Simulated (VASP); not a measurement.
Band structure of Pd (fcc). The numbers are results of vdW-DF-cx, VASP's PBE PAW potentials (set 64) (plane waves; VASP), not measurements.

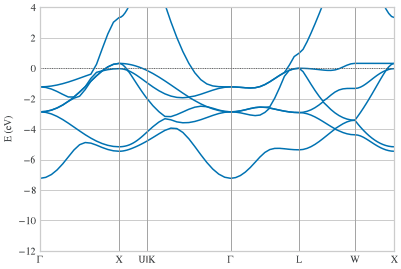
*Bands along high-symmetry lines, zero at the valence-band maximum or, without a gap, the Fermi level*

Q: Read the plot: is there a gap, and where are the band edges?

A: It has no gap at this level: it comes out as a metal or semimetal. (Edges off the drawn lines would not show.)

The compound is Pd in the fcc structure. It was relaxed first.
